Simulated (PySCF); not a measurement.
Si(F)(OH)(SH)2, SMILES [Si](S)(O)(S)F (H₃FOS₂Si) at its PBE0/def2-SVP optimised geometry (Å):

```
8

O     -0.8665    -1.3689    -1.2671
Si    -0.1389    -0.6086     0.0000
F     -0.4972    -1.4282     1.3495
S     -0.8862     1.3689     0.0000
S      1.9840    -0.6086     0.0000
H     -0.7190    -2.3183    -1.3414
H     -2.0596     0.9967    -0.5601
H      2.0596     0.1267    -1.1315
```

Level of theory: PBE0/def2-TZVP (PySCF 2.14.0).

Map of the HOMO amplitude (bohr^(-3/2)) on the plane z = 0.6 Å; orbital energy -7.93 eV, overall sign arbitrary:

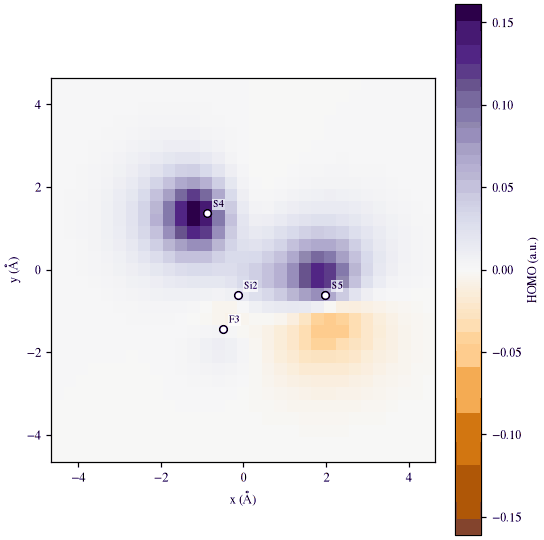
Figure: HOMO amplitude (bohr^(-3/2)) on the plane z = 0.6 Å.
